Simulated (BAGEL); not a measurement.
# RI-MP2/6-31G(d) (density fitting with qzvpp-jkfit, spherical functions) run of CH3AlO2S (SMILES O[CH]1[S][Al]1[OH])

Aim: the energy change on altering one bond length of CH3AlO2S at RI-MP2/6-31G* (density fitting with qzvpp-jkfit, spherical functions), from 2 runs. 

The results are computed with BAGEL 1.2.2.

1 further run of the same task is left out (set aside as unsound or not needed).

### Step 1. The structure to begin with

CH3AlO2S: 8 atoms, total charge 0, spin state singlet. SMILES: `O[CH]1[S][Al]1[OH]`. Geometry: relaxed at PBE0-D4/def2-TZVP. This is one conformer, not always the lowest.

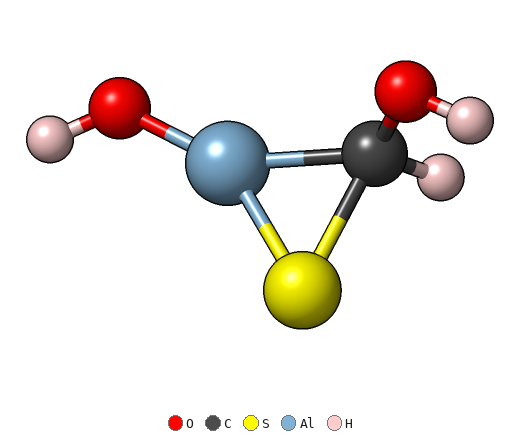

The structure, seen from a chosen angle (oxygen red, carbon dark grey, sulfur yellow, aluminium light blue, hydrogen pink).

### Step 2. A single-point energy at RI-MP2/6-31G(d) (density fitting with qzvpp-jkfit, spherical functions)

input.json

```json
{ "bagel" : [

{
  "title" : "molecule",
  "basis" : "6-31gs.json",
  "df_basis" : "qzvpp-jkfit",
  "angstrom" : "true",
  "geometry" : [
    { "atom" : "O", "xyz" : [      -0.016800,       1.792800,       0.704500 ] },
    { "atom" : "C", "xyz" : [       0.488300,       0.808600,      -0.113900 ] },
    { "atom" : "S", "xyz" : [       1.433800,      -0.664600,       0.845000 ] },
    { "atom" : "Al", "xyz" : [      -0.354900,      -0.904000,      -0.241400 ] },
    { "atom" : "O", "xyz" : [      -1.617000,      -1.859200,      -0.797900 ] },
    { "atom" : "H", "xyz" : [       0.695400,       2.375300,       0.990600 ] },
    { "atom" : "H", "xyz" : [       1.208900,       1.178900,      -0.843400 ] },
    { "atom" : "H", "xyz" : [      -1.745500,      -2.784800,      -0.599400 ] }
  ]
},

{ "title" : "hf", "charge" : 0 },

{ "title" : "mp2", "charge" : 0, "ncore" : 13 }

]}
```

The basis set 6-31G* is read from a file made from the Basis Set Exchange's data (not shown).

Run with:

```
$ BAGEL_NUM_THREADS=1 BAGEL input.json > input.out
```

The log of the run:

```text
* using 1 threads per process

  ===============================================================
  ===============================================================

  *** Geometry ***

  { "atom" : "O", "xyz" : [     -0.031747,      3.387901,      1.331312 ] },
  { "atom" : "C", "xyz" : [      0.922753,      1.528033,     -0.215240 ] },
  { "atom" : "S", "xyz" : [      2.709489,     -1.255912,      1.596819 ] },
  { "atom" : "Al", "xyz" : [     -0.670664,     -1.708312,     -0.456180 ] },
  { "atom" : "O", "xyz" : [     -3.055687,     -3.513379,     -1.507812 ] },
  { "atom" : "H", "xyz" : [      1.314116,      4.488666,      1.871963 ] },
  { "atom" : "H", "xyz" : [      2.284490,      2.227798,     -1.593795 ] },
  { "atom" : "H", "xyz" : [     -3.298517,     -5.262509,     -1.132702 ] },

  Number of auxiliary basis functions:      539

  Since a DF basis is specified, we compute 2- and 3-index integrals:
    o Being stored without compression. Storage requirement is 0.030 GB

  Number of basis functions:       84
  Number of electrons      :       54

    * METHOD: MOLECULE                             0.27

  *** RHF ***

  === Nuclear Repulsion ===
   261.9275040720

      * DIIS with orbital gradients will be used.

  === RHF iteration (6-31gs.json) ===
      0       -828.49427897          0.02251301           0.08
      1       -828.66300318          0.01504211           0.08
      2       -828.77264885          0.00158104           0.08
      3       -828.77478839          0.00038464           0.08
      4       -828.77493997          0.00012267           0.07
      5       -828.77495589          0.00004216           0.07
      6       -828.77495785          0.00001675           0.07
      7       -828.77495829          0.00000534           0.07
      8       -828.77495835          0.00000249           0.07
      9       -828.77495836          0.00000118           0.07
     10       -828.77495836          0.00000038           0.07
     11       -828.77495836          0.00000017           0.07
     12       -828.77495836          0.00000008           0.07
     13       -828.77495836          0.00000003           0.07
     14       -828.77495836          0.00000001           0.07
     15       -828.77495836          0.00000001           0.07
    * SCF iteration converged.

    * Permanent dipole moment:
           (    0.261840,     0.362463,     0.520405) a.u.

    * METHOD: HF                                   1.38

  *** RHF ***

  === Nuclear Repulsion ===
   261.9275040720

      * DIIS with orbital gradients will be used.

  === RHF iteration (6-31gs.json) ===
      0       -828.77495836          0.00000000           0.07
    * SCF iteration converged.

    * Permanent dipole moment:
           (    0.261840,     0.362463,     0.520405) a.u.

  === DF-MP2 calculation ===

    * freezing 13 orbitals
    * 3-index integral transformation done
    * assembly done

      MP2 correlation energy:   -0.6573008043      0.04

      MP2 total energy:       -829.4322591661

    * METHOD: MP2                                  0.20

  ===============================================================
```

Run time: 2 s. Hardware: 1 thread of Arm Neoverse V2, shared host; peak memory 0.13 GiB.

### Step 3. The distorted shape at the same level

input.json

```json
{ "bagel" : [

{
  "title" : "molecule",
  "basis" : "6-31gs.json",
  "df_basis" : "qzvpp-jkfit",
  "angstrom" : "true",
  "geometry" : [
    { "atom" : "O", "xyz" : [   -0.377091,    1.607655,    1.069240 ] },
    { "atom" : "C", "xyz" : [    0.128009,    0.623455,    0.250840 ] },
    { "atom" : "S", "xyz" : [    1.073509,   -0.849745,    1.209740 ] },
    { "atom" : "Al", "xyz" : [   -0.715191,   -1.089145,    0.123340 ] },
    { "atom" : "O", "xyz" : [   -1.977291,   -2.044345,   -0.433160 ] },
    { "atom" : "H", "xyz" : [    0.335109,    2.190155,    1.355340 ] },
    { "atom" : "H", "xyz" : [    1.208900,    1.178900,   -0.843400 ] },
    { "atom" : "H", "xyz" : [   -2.105791,   -2.969945,   -0.234660 ] }
  ]
},
{
  "title" : "hf"
},
{
  "title" : "mp2",
  "ncore" : 13
}

]}
```

The basis set 6-31G* is read from a file made from the Basis Set Exchange's data (not shown).

Run with:

```
$ BAGEL_NUM_THREADS=1 BAGEL input.json > input.out
```

The log of the run:

```text
* using 1 threads per process

  ===============================================================
  ===============================================================

  *** Geometry ***

  { "atom" : "O", "xyz" : [     -0.712599,      3.038028,      2.020571 ] },
  { "atom" : "C", "xyz" : [      0.241902,      1.178159,      0.474019 ] },
  { "atom" : "S", "xyz" : [      2.028638,     -1.605785,      2.286077 ] },
  { "atom" : "Al", "xyz" : [     -1.351515,     -2.058186,      0.233079 ] },
  { "atom" : "O", "xyz" : [     -3.736538,     -3.863252,     -0.818554 ] },
  { "atom" : "H", "xyz" : [      0.633264,      4.138793,      2.561221 ] },
  { "atom" : "H", "xyz" : [      2.284490,      2.227798,     -1.593795 ] },
  { "atom" : "H", "xyz" : [     -3.979368,     -5.612383,     -0.443443 ] },

  Number of auxiliary basis functions:      539

  Since a DF basis is specified, we compute 2- and 3-index integrals:
    o Being stored without compression. Storage requirement is 0.030 GB

  Number of basis functions:       84
  Number of electrons      :       54

    * METHOD: MOLECULE                             0.26

  *** RHF ***

  === Nuclear Repulsion ===
   259.6439934649

      * DIIS with orbital gradients will be used.

  === RHF iteration (6-31gs.json) ===
      0       -828.40409138          0.02256614           0.08
      1       -828.57274159          0.01540714           0.07
      2       -828.68787178          0.00164985           0.07
      3       -828.69071722          0.00043801           0.07
      4       -828.69098419          0.00016256           0.07
      5       -828.69103119          0.00006036           0.07
      6       -828.69103855          0.00002456           0.07
      7       -828.69103963          0.00000961           0.07
      8       -828.69103982          0.00000382           0.07
      9       -828.69103986          0.00000161           0.07
     10       -828.69103986          0.00000064           0.07
     11       -828.69103986          0.00000022           0.07
     12       -828.69103986          0.00000008           0.07
     13       -828.69103986          0.00000004           0.07
     14       -828.69103986          0.00000001           0.07
     15       -828.69103986          0.00000001           0.07
    * SCF iteration converged.

    * Permanent dipole moment:
           (    0.423807,     0.560852,     0.218241) a.u.

    * METHOD: HF                                   1.37

  *** RHF ***

  === Nuclear Repulsion ===
   259.6439934649

      * DIIS with orbital gradients will be used.

  === RHF iteration (6-31gs.json) ===
      0       -828.69103986          0.00000000           0.07
    * SCF iteration converged.

    * Permanent dipole moment:
           (    0.423808,     0.560853,     0.218241) a.u.

  === DF-MP2 calculation ===

    * freezing 13 orbitals
    * 3-index integral transformation done
    * assembly done

      MP2 correlation energy:   -0.6697120822      0.04

      MP2 total energy:       -829.3607519435

    * METHOD: MP2                                  0.20

  ===============================================================
```

Wall time 2 s (1 thread of Arm Neoverse V2, shared host); peak memory 0.13 GiB.

### Step 4. Outcome

Level: RI-MP2/6-31G* (density fitting with qzvpp-jkfit, spherical functions), 13 core orbitals frozen.

| quantity | value |
| --- | --- |
| first shape: total energy | -829.43226 Eh |
| first shape: correlation energy (13 core orbitals frozen) | -657.3 mEh |
| distorted shape: total energy | -829.36075 Eh |
| distorted shape: correlation energy (13 core orbitals frozen) | -669.7 mEh |
| energy change with the C2–H7 bond stretched from 1.090 to 1.635 Å | 1.946 eV |

In words: With the C2–H7 bond stretched from 1.090 to 1.635 Å the energy rises by 1.95 eV (45 kcal/mol). The first shape isn't relaxed at this level, so the change isn't measured from a minimum.
